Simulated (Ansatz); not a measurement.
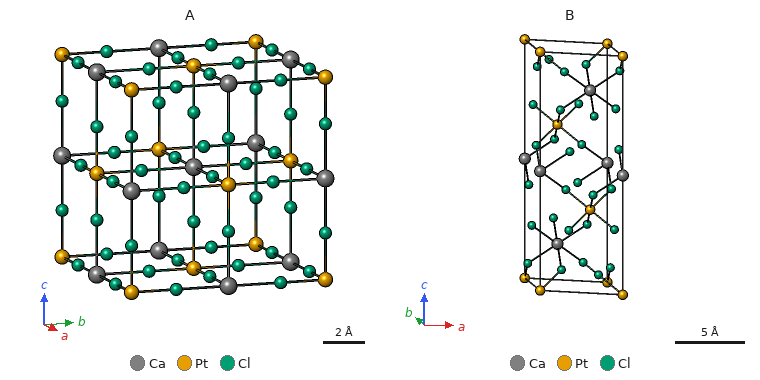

Two structures of CaPtCl6, each relaxed to rest (conventional cells in solid outline, small ones repeated, not to one scale). Method: DFT PBE, scalar-relativistic, plane waves, PAW (Ansatz), without spin polarisation.

**What are A and B?**

A: 32 atoms a cell on a face-centred cubic lattice, Fm-3m. B: 24 atoms a cell on a rhombohedral (trigonal R) lattice, R-3.

**Which of the two does the method prefer?**

B is lower, by 128 meV/atom at this level of theory (energies at zero smearing). Volumes: A 32.8, B 25.6 Å³/atom.

One or both may be structure types tried for this composition rather than known phases.
